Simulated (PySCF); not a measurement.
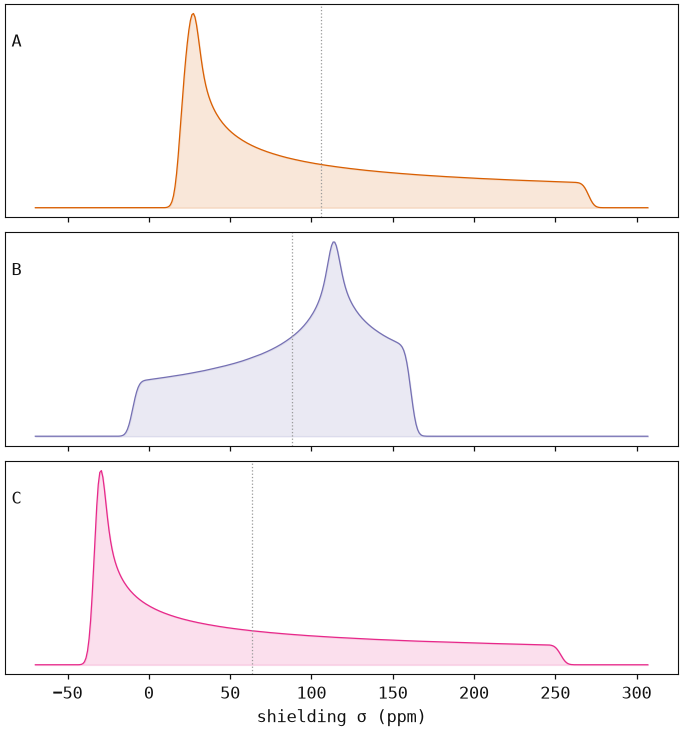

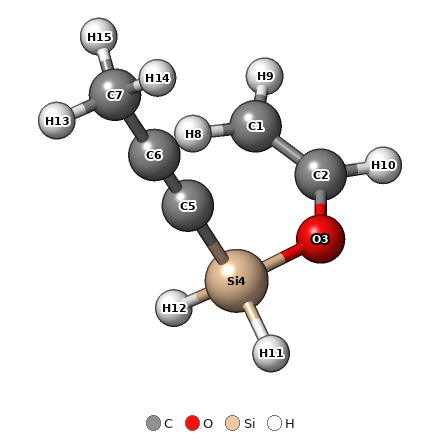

Static powder patterns (¹³C) from GIAO shielding tensors of C₅H₈OSi, SMILES C=CO[SiH2]C#CC, PBE0/pcSseg-1 (IEF-PCM acetone) with PySCF 2.14.0, at a PBE0-D3(BJ)/def2-SVP geometry (no frequency check); absolute shielding, one fixed geometry of the isolated molecule without any motion, no dipolar terms. The dotted line is the isotropic value; skew is 3(σiso − σ22)/span.

**The panels belong to C1, C5 and C6. Which is which?**

panel A: C5, σ11, σ22, σ33 = 19, 28, 270 ppm, isotropic 106, span 251 ppm, skew 0.93; panel B: C1, σ11, σ22, σ33 = −10, 114, 161 ppm, isotropic 88, span 171 ppm, skew −0.45; panel C: C6, σ11, σ22, σ33 = −33, −30, 253 ppm, isotropic 63, span 287 ppm, skew 0.98.

Note: one conformer of a flexible molecule.
